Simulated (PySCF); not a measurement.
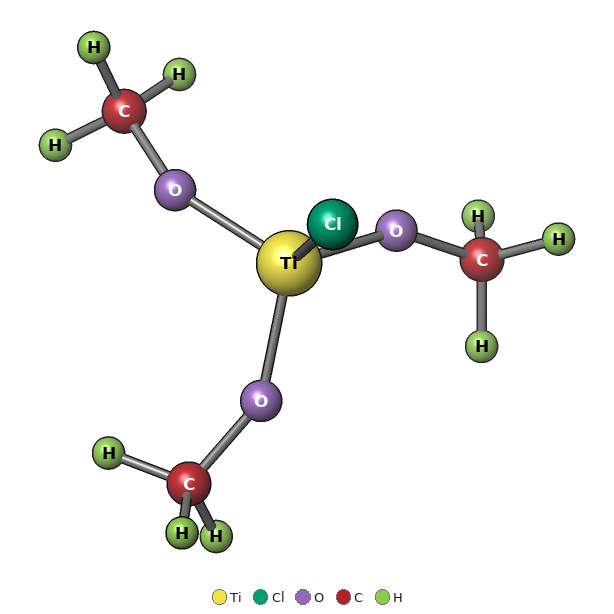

A molecule with one transition-metal atom. Charge 0, singlet. The computed structure is the end point of a PBE0-D3(BJ)/def2-SVP optimisation. No frequency run is at hand to confirm it as a minimum.

Describe the coordination sphere.

Ti binds 4 atoms: 1 Cl at 2.24 Å, 3 O at 1.76 Å. The arrangement is tetrahedral.

Give the formal oxidation state and the d-electron count.

Ti(IV), d⁰, counting the ligands as closed-shell ions or neutral donors.
